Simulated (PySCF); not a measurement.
SMILES C=CCC(C)C, GFN2-xTB optimised geometry. Atoms within 1.6 Å of the plane z = 0.0 Å (x, y, z in Å): C1 (2.05, -1.23, 0.00), C2 (0.73, -1.23, 0.00), C3 (-0.12, 0.00, 0.00), C4 (-1.07, 0.05, -1.21), C6 (-2.03, 1.23, -1.08), H7 (2.62, -0.31, 0.00), H8 (2.62, -2.14, 0.00), H9 (0.19, -2.16, 0.00), H10 (0.51, 0.89, 0.00), H11 (-0.72, 0.01, 0.92), H12 (-1.66, -0.88, -1.22), H16 (-1.47, 2.16, -1.05), H18 (-2.62, 1.15, -0.18).

Computed with CAM-B3LYP/def2-SVP run with PySCF. Cells within 0.4 Å of a nucleus heavier than hydrogen are left out (blank, or x).

Map of the HOMO−1 amplitude (bohr^(-3/2)) on the plane z = 0.0 Å; orbital energy -10.42 eV, overall sign arbitrary:

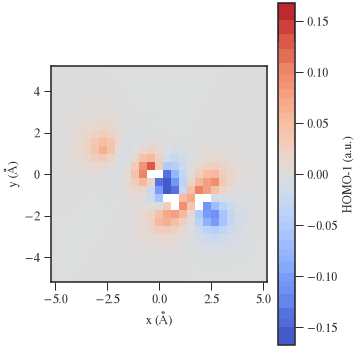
Figure: HOMO−1 amplitude (bohr^(-3/2)) on the plane z = 0.0 Å.
